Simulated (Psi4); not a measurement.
**CCSD(T)/heavy-aug-cc-pVDZ (sweep point 3) run of BH3 (borane)**

What is the vertical ionisation energy of BH3 (borane) at CCSD(T)/heavy-aug-cc-pVDZ (sweep point 3)? 

Program for the calculation: Psi4 1.11.

1 further run of the same task is left out (set aside as unsound or not needed).

## 1. The molecule

BH3: 4 atoms, total charge 0, spin state singlet. As SMILES, `B`. The coordinates come from a PBE0-D4/def2-TZVP relaxation.

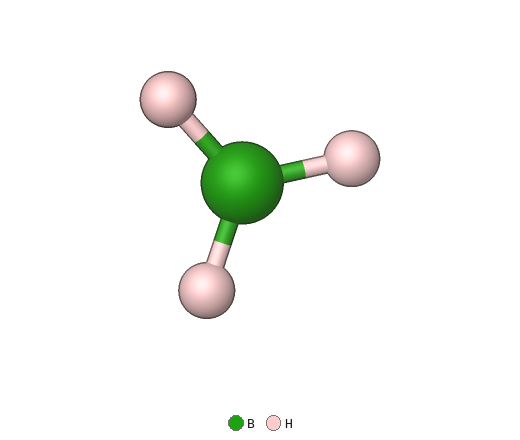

The structure, seen from a chosen angle (boron green, hydrogen pink).

## 2. The energy at CCSD(T)/heavy-aug-cc-pVDZ (sweep point 3)

File bh3.inp:

```
memory 1600 MB

molecule geom {
  0 1
  B      0.02626719    -0.02853486    -0.00963760
  H      1.85608900     0.72130846     1.07487622
  H     -0.52194236    -2.21438107     0.08125822
  H     -1.25553404     1.40765699    -1.18466931
  units au
  symmetry c1
}

set {
  basis           heavy-aug-cc-pVDZ
  puream          true
  scf_type        pk
  num_frozen_docc 1
}

E, wfn = energy('ccsd(t)', return_wfn=True)
```

Launch:

```
$ psi4 bh3.inp bh3.out -n 1
```

bh3.out:

```text
[...]
  Running in c1 symmetry.
[...]
  Nuclear repulsion =    7.418838237178044
[...]
  Multiplicity = 1
[...]
  Nalpha       = 4
  Nbeta        = 4
[...]
    Number of basis functions: 38
[...]
   @RHF iter   1:   -26.38558630322184   -7.29202e-01   1.78196e-03 DIIS/ADIIS
[...]
   @RHF iter   7:   -26.39094929492445   -1.23315e-11   7.29105e-09 DIIS
[...]
    Orbital Energies [Eh]
    ---------------------
    Doubly Occupied:
       1A     -7.622113     2A     -0.703897     3A     -0.495921
       4A     -0.495911
[...]
  @RHF Final Energy:   -26.39094929492445
   => Energetics <=
    Nuclear Repulsion Energy =              7.4188382371780444
    One-Electron Energy =                 -48.9838910445983942
    Two-Electron Energy =                  15.1741035124958952
    Total Energy =                        -26.3909492949244537
[...]
 Multipole Moments:
 ------------------------------------------------------------------------------------
     Multipole            Electronic (a.u.)      Nuclear  (a.u.)        Total (a.u.)
 ------------------------------------------------------------------------------------
 L = 1.  Multiply by 2.5417464519 to convert [e a0] to [Debye]
 Dipole X            :          0.0001062           -0.0000804            0.0000258
 Dipole Y            :         -0.0000933            0.0000804           -0.0000129
 Dipole Z            :         -0.0002300            0.0001608           -0.0000692
 Magnitude           :                                                    0.0000750
[...]
      * MP2 total energy                      =  -26.483685068521147
[...]
      * CCSD total energy                     =  -26.507746127579587
[...]
      * CCSD(T) total energy                  =  -26.509354978107432
[...]
```

Wall time 3.6 s (1 thread of Intel Xeon Platinum 8488C (Sapphire Rapids), shared host); peak memory 0.21 GiB.

## 3. The doublet cation, same level

File bh3.dat:

```
memory 1600 MB

molecule {
  1 2
  B      0.02626719    -0.02853486    -0.00963760
  H      1.85608900     0.72130846     1.07487622
  H     -0.52194236    -2.21438107     0.08125822
  H     -1.25553404     1.40765699    -1.18466931
  units bohr
  symmetry c1
}

set {
  reference uhf
  puream true
  scf_type pk
  num_frozen_docc 1
  maxiter 150
}

result = energy("ccsd(t)/heavy-aug-cc-pVDZ")
print_variables()
```

Launch:

```
$ psi4 bh3.dat bh3.out -n 1
```

bh3.out:

```text
[...]
  Running in c1 symmetry.
[...]
  Nuclear repulsion =    7.418838237178044
[...]
  Multiplicity = 2
[...]
  Nalpha       = 4
  Nbeta        = 3
[...]
    Number of basis functions: 38
[...]
   @UHF iter   1:   -25.89107994056933   -2.34696e-01   5.17380e-03 DIIS/ADIIS
[...]
   @UHF iter  21:   -25.93557484613164   -6.75016e-13   3.54975e-09 DIIS
[...]
   @S^2 Observed:                7.786005921E-01
[...]
    Orbital Energies [Eh]
    ---------------------
    Alpha Occupied:
       1A     -8.010622     2A     -1.111068     3A     -0.949889
       4A     -0.836108
    Alpha Virtual:
       5A     -0.232692     6A     -0.111389     7A     -0.087185
       8A     -0.080577     9A     -0.065682    10A     -0.027764
      11A     -0.023242    12A      0.004869    13A      0.030325
      14A      0.045192    15A      0.122708    16A      0.174082
      17A      0.201393    18A      0.205989    19A      0.216860
      20A      0.276398    21A      0.402086    22A      0.487132
      23A      0.509987    24A      0.590412    25A      0.669976
[...]
  @UHF Final Energy:   -25.93557484613164
   => Energetics <=
    Nuclear Repulsion Energy =              7.4188382371780444
    One-Electron Energy =                 -46.0142346230790906
    Two-Electron Energy =                  12.6598215397694034
    Total Energy =                        -25.9355748461316438
  UHF NO Occupations:
  HONO-2 :    2  A 1.9996268
  HONO-1 :    3  A 1.9859747
[...]
 Multipole Moments:
 ------------------------------------------------------------------------------------
     Multipole            Electronic (a.u.)      Nuclear  (a.u.)        Total (a.u.)
 ------------------------------------------------------------------------------------
 L = 1.  Multiply by 2.5417464519 to convert [e a0] to [Debye]
 Dipole X            :          0.0959935           -0.0000804            0.0959131
 Dipole Y            :          0.3858357            0.0000804            0.3859161
 Dipole Z            :         -0.0167909            0.0001608           -0.0166301
 Magnitude           :                                                    0.3980039
[...]
      * MP2 total energy                      =  -26.002725242617100
[...]
      * CCSD total energy                     =  -26.025678779383799
[...]
      * CCSD(T) total energy                     =  -26.026993232926625
[...]
```

Wall time 5.1 s (1 thread of Intel Xeon Platinum 8488C (Sapphire Rapids), shared host); peak memory 0.21 GiB.

## 4. What came out

At CCSD(T)/heavy-aug-cc-pVDZ (sweep point 3), 1 core orbital frozen:

| quantity | value |
| --- | --- |
| singlet BH3: total energy | -26.50935 Eh |
| singlet BH3: HOMO energy (Hartree–Fock orbitals) | -13.49 eV |
| singlet BH3: LUMO energy (Hartree–Fock orbitals) | 0.89 eV |
| singlet BH3: HOMO–LUMO gap (Hartree–Fock orbitals) | 14.38 eV |
| singlet BH3: correlation energy (1 core orbital frozen) | -118.4 mEh |
| singlet BH3: (T) correction | -1.61 mEh |
| singlet BH3: T1 diagnostic | 0.005 |
| doublet cation: total energy | -26.02699 Eh |
| doublet cation: HOMO energy (Hartree–Fock orbitals) (highest over α and β) | -21.86 eV |
| doublet cation: LUMO energy (Hartree–Fock orbitals) (lowest over α and β) | -11.39 eV |
| doublet cation: correlation energy (1 core orbital frozen) | -91.4 mEh |
| doublet cation: (T) correction | -1.31 mEh |
| doublet cation: ⟨S²⟩ of the reference determinant | 0.779 |
| doublet cation: T1 diagnostic | 0.021 |
| vertical ionisation energy (to the doublet cation) | 13.126 eV |

**Reading.** The vertical ionisation energy comes to 13.13 eV (303 kcal/mol). The triples (singlet BH3) make up 1.4 % of the correlation energy. The triples (doublet cation) make up 1.4 % of the correlation energy.
